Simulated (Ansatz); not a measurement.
**BP2H3: nudged elastic band**

BP2H3, computed with RKS PBE-D4/def2-SVP (Ansatz 0.2.0).

One setting was made poor on purpose. It belongs to a series of runs on one base structure; here: band between the two ends. Figures and captions count atoms from 1; the log counts them from 0 in places.

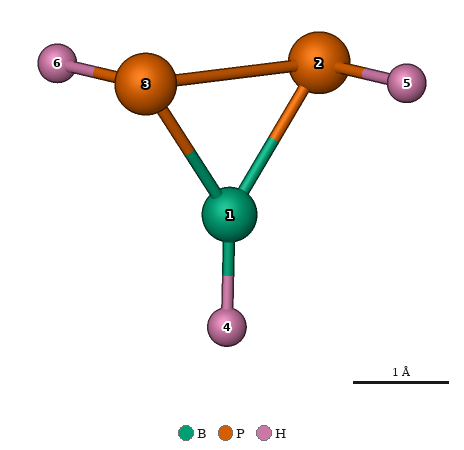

*The starting structure (ball-and-stick view, seen at a tilt; atoms are numbered from 1 in the order of the input).*

Bond lengths as drawn: B–H 1.21 Å, B–P 1.90 Å, H–P 1.44 Å and P–P 2.30 Å.

**Key numbers**

| quantity | value |
| --- | --- |
| outcome | converged |
| barrier, forward | 0.456 eV |
| barrier, backward | 0.630 eV |
| hardware | 1 thread of Arm Neoverse V2, 128 GiB of memory available, shared host |
| wall time | 28 s |
| peak memory | 0.11 GiB |

**Remarks**

A deliberately poor setting: few images. The order of the saddle point was not checked.

**The input**
```yaml
crystal:
  periodic: [false, false, false]
  atoms:
    - { symbol: B, position_ang: [-0.640792, -0.351807, -0.351203] }
    - { symbol: P, position_ang: [0.697656, 0.968418, -0.626553] }
    - { symbol: P, position_ang: [0.449968, -0.395231, 1.202978] }
    - { symbol: H, position_ang: [-1.613531, -0.852652, -0.858305] }
    - { symbol: H, position_ang: [1.558937, 0.018501, -1.291894] }
    - { symbol: H, position_ang: [-0.410239, 0.548772, 1.878876] }
basis:
  gaussian: { orbitals: def2-SVP }
hamiltonian:
  xc: pbe
  dispersion: d4
neb:
  order_check: false
  images: 2
  f_tol: 0.05
  max_iterations: 60
  climbing: false
  final_atoms:
    - { symbol: B, position_ang: [-0.841563, -0.79166732, -0.25748144] }
    - { symbol: P, position_ang: [0.46948322, 0.52959145, 0.07228354] }
    - { symbol: P, position_ang: [0.34322263, -1.43780445, 0.94365197] }
    - { symbol: H, position_ang: [-1.8314204, -0.92458867, -0.9307981] }
    - { symbol: H, position_ang: [1.5731055, 0.87098924, -0.77073869] }
    - { symbol: H, position_ang: [0.32917105, 1.68948074, 0.89698173] }
  initial_path:
    images:
      - { positions_ang: [[-0.640792, -0.351807, -0.351203], [0.697656, 0.968418, -0.626553], [0.449968, -0.395231, 1.202978], [-1.613531, -0.852652, -0.858305], [1.558937, 0.018501, -1.291894], [-0.410239, 0.548772, 1.878876]] }
      - { positions_ang: [[-0.73287995, -0.48256477, -0.36318925], [0.62328123, 0.92514451, -0.31877071], [0.44241448, -0.57172493, 1.16152254], [-1.66099481, -0.89513868, -0.92943047], [1.51770767, 0.15344319, -1.15794105], [-0.14752961, 0.80684169, 1.56170794]] }
      - { positions_ang: [[-0.79980362, -0.62918488, -0.33194873], [0.54722364, 0.77886899, -0.0858252], [0.40683269, -0.91924942, 1.07508053], [-1.73362461, -0.91911757, -0.95359483], [1.5224305, 0.43760593, -0.98422261], [0.0989404, 1.18707794, 1.23440984]] }
      - { positions_ang: [[-0.841563, -0.79166732, -0.25748144], [0.46948322, 0.52959145, 0.07228354], [0.34322263, -1.43780445, 0.94365197], [-1.8314204, -0.92458867, -0.9307981], [1.5731055, 0.87098924, -0.77073869], [0.32917105, 1.68948074, 0.89698173]] }
```

Run as:
```bash
ansatz run input.yaml --threads 1 --pin off --max-ram 2048MiB --backend cpu --events-out ev --progress --plain --runs-dir out
```

**What the program printed**
```
Engine: ansatz 0.2.0, aarch64-unknown-linux-gnu
Functional definition: PBE
  parameter kappa = 0.804
  parameter beta = 0.06672455060314922
  exchange = pbe_x(kappa = kappa, mu = beta*pi^2/3)
  correlation = pbe_c(beta = beta)
742 factors; their error is unknown
mean field evaluation 1: about -19283.2537 eV, gradient 2.4e1 eV
mean field evaluation 2: about -19279.4331 eV, gradient 3.9e1 eV
mean field evaluation 4: about -19285.4157 eV, gradient 1.7e0 eV
mean field evaluation 8: about -19285.4099 eV, gradient 4.4e-2 eV
mean field -19285.40991222 eV, -708.7257421537 hartree, gradient 1.3e-5 eV, S^2 0.000000; 0 other end points of the search recorded, 0 dependent functions left out
the calculation of the forces begins
reference -19285.40993977 eV, -708.7257431660 hartree; 19, 19 occupied and 46, 46 virtual orbitals, 742 factors
742 factors; their error is unknown
mean field evaluation 16: about -19281.0076 eV, gradient 3.6e1 eV
mean field -19285.58090050 eV, -708.7320258570 hartree, gradient 5.4e-5 eV, S^2 0.000000; 0 other end points of the search recorded, 0 dependent functions left out
[... from here on the field's lines of each further geometry are left out, up to the last ...]
NEB iter   1: max|band force component| = 3.005e0 eV/Å  barrier→ = 2.4044 eV  barrier← = 2.5785 eV  Δτ_max = 0.1995 Å  (102 SCF iters)
NEB iter   2: max|band force component| = 1.888e0 eV/Å  barrier→ = 1.1793 eV  barrier← = 1.3533 eV  Δτ_max = 0.2000 Å  (60 SCF iters)
NEB iter   3: max|band force component| = 7.080e-1 eV/Å  barrier→ = 0.6347 eV  barrier← = 0.8088 eV  Δτ_max = 0.1952 Å  (60 SCF iters)
NEB iter   4: max|band force component| = 5.863e-1 eV/Å  barrier→ = 0.4795 eV  barrier← = 0.6536 eV  Δτ_max = 0.0383 Å  (58 SCF iters)
NEB iter   5: max|band force component| = 3.632e-1 eV/Å  barrier→ = 0.4701 eV  barrier← = 0.6441 eV  Δτ_max = 0.0417 Å  (52 SCF iters)
NEB iter   6: max|band force component| = 2.002e-1 eV/Å  barrier→ = 0.4552 eV  barrier← = 0.6293 eV  Δτ_max = 0.0373 Å  (50 SCF iters)
NEB iter   7: max|band force component| = 2.183e-1 eV/Å  barrier→ = 0.4604 eV  barrier← = 0.6344 eV  Δτ_max = 0.0185 Å  (52 SCF iters)
NEB iter   8: max|band force component| = 5.335e-2 eV/Å  barrier→ = 0.4581 eV  barrier← = 0.6321 eV  Δτ_max = 0.0076 Å  (52 SCF iters)
the calculation of the forces begins
reference -19285.01864921 eV, -708.7113635032 hartree; 19, 19 occupied and 46, 46 virtual orbitals, 742 factors
742 factors; their error is unknown
mean field -19284.95385352 eV, -708.7089823056 hartree, gradient 1.6e-5 eV, S^2 0.000000; 1 other end points of the search recorded, 0 dependent functions left out
the calculation of the forces begins
reference -19284.95388070 eV, -708.7089833044 hartree; 19, 19 occupied and 46, 46 virtual orbitals, 742 factors
NEB iter   9: max|band force component| = 3.275e-2 eV/Å  barrier→ = 0.4564 eV  barrier← = 0.6304 eV  Δτ_max = 0.0000 Å  (104 SCF iters)
```

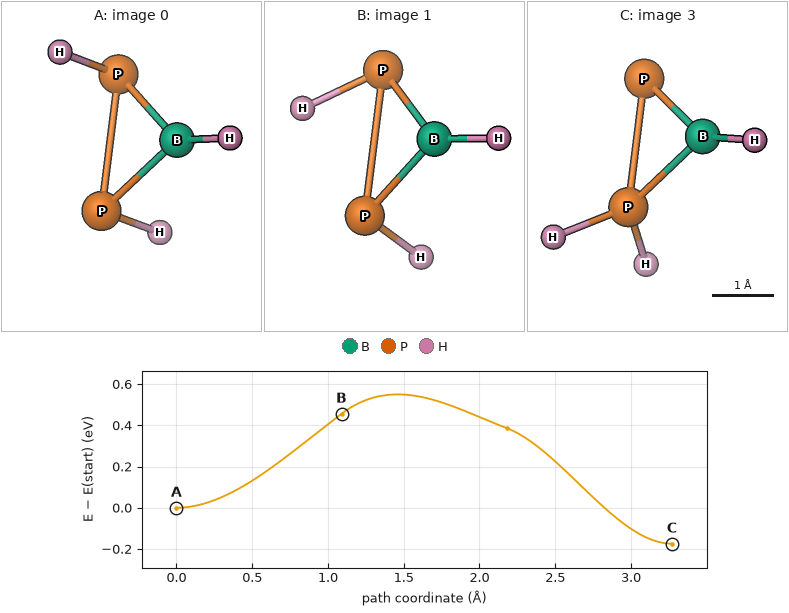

*Images of the last band (counted from 0; ball-and-stick, seen at a tilt) above the energy along the path; the line is a cubic interpolation that uses the forces.*

The highest image is number 1, 0.456 eV above the start and 0.630 eV above the end; the end lies 0.174 eV below the start. The path is 3.27 Å long. The band converged in 9 iterations.

```
Total energy: -19285.09526424 eV, -708.7141790539 hartree
Atom 0 at    -0.796241    -0.379013    -0.298838 Å, force     0.067807     0.164447    -0.046478 eV/Å
Atom 1 at     0.526834     0.947442    -0.425037 Å, force     0.113575     0.030141    -0.099395 eV/Å
Atom 2 at    -0.026990    -0.625847     1.365397 Å, force     0.087006     0.191547     0.015483 eV/Å
Atom 3 at    -1.451814    -1.068208    -1.041703 Å, force     0.068286    -0.047854     0.070348 eV/Å
Atom 4 at     1.494717     0.277881    -1.270086 Å, force    -0.057028    -0.108231    -0.252219 eV/Å
Atom 5 at     0.295493     0.783746     1.624165 Å, force    -0.279646    -0.230051     0.312261 eV/Å
Dipole moment:     0.024761     0.035619    -0.066726 e Å
this run last wrote the band of iteration 9 to [file]
```

**The last band as extended XYZ (Å, eV, eV/Å)**
```
6
Properties=species:S:1:pos:R:3:forces:R:3 image=0 energy=-19285.55161
B    -0.6408   -0.3518   -0.3512    0.0014   0.0041  -0.0009
P     0.6977    0.9684   -0.6266   -0.0010   0.0177   0.0028
P     0.4500   -0.3952    1.2030    0.0048  -0.0120   0.0045
H    -1.6135   -0.8527   -0.8583   -0.0053  -0.0073  -0.0019
H     1.5589    0.0185   -1.2919    0.0044  -0.0093  -0.0066
H    -0.4102    0.5488    1.8789   -0.0044   0.0067   0.0022
6
Properties=species:S:1:pos:R:3:forces:R:3 image=1 energy=-19285.09524
B    -0.7962   -0.3790   -0.2988    0.0678   0.1644  -0.0465
P     0.5268    0.9474   -0.4250    0.1136   0.0301  -0.0994
P    -0.0270   -0.6258    1.3654    0.0870   0.1915   0.0155
H    -1.4518   -1.0682   -1.0417    0.0683  -0.0479   0.0703
H     1.4947    0.2779   -1.2701   -0.0570  -0.1082  -0.2522
H     0.2955    0.7837    1.6242   -0.2796  -0.2301   0.3123
6
Properties=species:S:1:pos:R:3:forces:R:3 image=2 energy=-19285.16493
B    -0.8449   -0.7436   -0.2019   -0.0167  -0.1289   0.0561
P     0.2321    0.9424   -0.2335   -0.0593  -0.0301   0.0641
P     0.0721   -1.0443    1.2468   -0.0186  -0.0876  -0.0428
H    -1.5874   -1.0264   -1.1032   -0.0574   0.0502  -0.0446
H     1.4942    0.6491   -0.8777    0.0480   0.0462   0.1455
H     0.6759    1.1589    1.1235    0.1040   0.1503  -0.1784
6
Properties=species:S:1:pos:R:3:forces:R:3 image=3 energy=-19285.72568
B    -0.8416   -0.7917   -0.2575   -0.0063  -0.0046  -0.0020
P     0.4695    0.5296    0.0723    0.0010   0.0005  -0.0006
P     0.3432   -1.4378    0.9437    0.0001  -0.0026   0.0012
H    -1.8314   -0.9246   -0.9308    0.0010  -0.0001   0.0008
H     1.5731    0.8710   -0.7707    0.0037   0.0024  -0.0016
H     0.3292    1.6895    0.8970    0.0006   0.0044   0.0021
```
